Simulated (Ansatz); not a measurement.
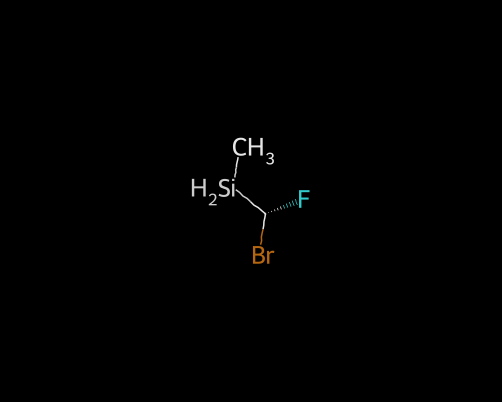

Computed geometry: PBE-D4/def2-SVP optimisation. No frequency run is at hand to confirm it as a minimum. Method: RKS PBE-D4/def2-SVP (Ansatz 0.2.0).

**Give the dipole moment at this level.**

1.36 D.

**What is the dispersion correction?**

−24.9 kJ/mol.
